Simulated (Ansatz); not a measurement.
**HNO (nitroxyl) at revPBE/def2-TZVPPD**

Aim: the vertical electron affinity of HNO (nitroxyl) at revPBE/def2-TZVPPD, from 2 runs. 

The results are computed with Ansatz 0.2.0.

60 further runs of the same task are left out: 60 set aside as unsound or not needed.

### 1 Starting point

The species is HNO (3 atoms), meant as a singlet with charge 0. As SMILES, `N=O`. The shape is that of a PBE0-D4/def2-TZVP optimisation.

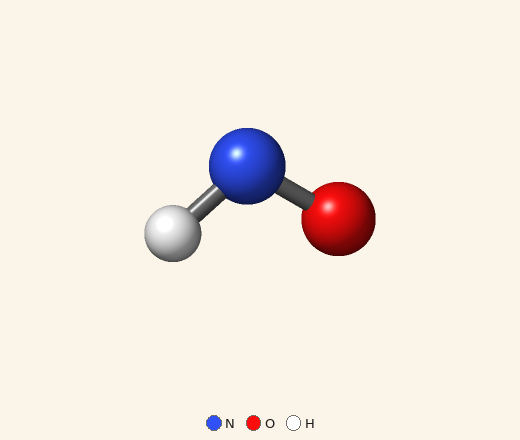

Viewed from a chosen angle; nitrogen blue, oxygen red, hydrogen white.

### 2 The energy at revPBE/def2-TZVPPD

File job.yaml:

```yaml
crystal:
  periodic: [false, false, false]
  atoms:
    - {symbol: "N", position_ang: [-0.283700, 0.312790, -0.117160]}
    - {symbol: O, position_ang: [0.755300, 0.397200, 0.456500]}
    - {symbol: H, position_ang: [-0.471600, -0.709980, -0.339350]}
basis:
  gaussian:
    orbitals: def2-TZVPPD.json
magnetization:
  spin_polarized: false
  initial_magnetization: 0
hamiltonian:
  xc: {name: revPBE}
accuracy: high
output:
  orbitals: {seedname: orbitals}
```

The basis set def2-TZVPPD is read from a file made from the Basis Set Exchange's data (not shown).

Launch:

```console
ansatz run job.yaml --threads 1 --pin off --max-ram 3480MiB --events-out events.jsonl --progress --plain --runs-dir runs
```

What it wrote:

```text
Warning: RAYON_NUM_THREADS=1 ignored (pool sized by the plan → 1); use --threads N
Functional definition: revPBE
  name "revPBE"
  parameter kappa = 1.245
  parameter beta = 0.06672455060314922
  exchange = pbe_x(kappa = kappa, mu = beta*pi^2/3)
  correlation = pbe_c(beta = beta)
1451 factors; integrals over basis functions are off by at most 3.5e-9 eV
mean field evaluation 1: about -3549.1497 eV, gradient 3.3e1 eV
mean field evaluation 2: about -3546.0406 eV, gradient 5.0e1 eV
mean field evaluation 4: about -3551.0942 eV, gradient 5.6e0 eV
mean field evaluation 8: about -3551.1480 eV, gradient 9.2e-2 eV
mean field evaluation 16: about -3551.1480 eV, gradient 1.2e-6 eV
mean field -3551.14797247 eV, -130.5022809336 hartree, gradient 8.6e-8 eV, S^2 0.000000; 0 other end points of the search recorded, 0 dependent functions left out
reference -3551.14797692 eV, -130.5022810972 hartree; 8, 8 occupied and 86, 86 virtual orbitals, 1451 factors
Total energy: -3551.14797692 eV, -130.5022810972 hartree
```

It took 2.5 s on 1 thread of Arm Neoverse V2, shared host; peak memory 0.17 GiB.

### 3 The doublet anion, same level

File job.yaml:

```yaml
crystal:
  periodic: [false, false, false]
  atoms:
    - symbol: "N"
      position_ang: [-0.283700, 0.312790, -0.117160]
    - symbol: O
      position_ang: [0.755300, 0.397200, 0.456500]
    - symbol: H
      position_ang: [-0.471600, -0.709980, -0.339350]
basis:
  gaussian:
    orbitals: def2-TZVPPD.json
total_charge: -1
magnetization:
  spin_polarized: true
  initial_magnetization: 1
hamiltonian:
  xc: {name: revPBE}
accuracy: high
output: {orbitals: {seedname: orbitals}}
```

The basis set def2-TZVPPD is read from a file made from the Basis Set Exchange's data (not shown).

Launch:

```console
ansatz run job.yaml --threads 1 --pin off --max-ram 3480MiB --events-out events.jsonl --progress --plain --runs-dir runs
```

What it wrote, cut to the lines that bear on the results:

```text
Warning: RAYON_NUM_THREADS=1 ignored (pool sized by the plan → 1); use --threads N
[... 2 set-up lines as earlier in the session ...]
[...]
1451 factors; integrals over basis functions are off by at most 3.5e-9 eV
[...]
mean field -3550.98792091 eV, -130.4963991473 hartree, gradient 4.1e-8 eV, S^2 0.753301; 8 other end points of the search recorded, 0 dependent functions left out
reference -3550.98792422 eV, -130.4963992691 hartree; 9, 8 occupied and 85, 86 virtual orbitals, 1451 factors
Total energy: -3550.98792422 eV, -130.4963992691 hartree
```

Run time: 23 s. Hardware: 1 thread of Arm Neoverse V2, shared host; peak memory 0.22 GiB.

### 4 What came out

Level: revPBE/def2-TZVPPD.

```
                                         quantity          value
                        singlet HNO: total energy  -130.50228 Eh
                         singlet HNO: HOMO energy       -5.40 eV
                         singlet HNO: LUMO energy       -4.18 eV
                       singlet HNO: HOMO–LUMO gap        1.22 eV
                      doublet anion: total energy  -130.49640 Eh
doublet anion: HOMO energy (highest over α and β)        4.24 eV
 doublet anion: LUMO energy (lowest over α and β)        5.12 eV
                              doublet anion: ⟨S²⟩          0.753
vertical electron affinity (to the doublet anion)      -0.160 eV
```

The anion lies 0.16 eV (3.7 kcal/mol) above the neutral: the electron isn't bound at this level, and such a value depends on the basis. The HOMO (doublet anion) lies at positive energy, 4.24 eV, as semi-local functionals often give for anions; only total energies tell whether the electron is bound.
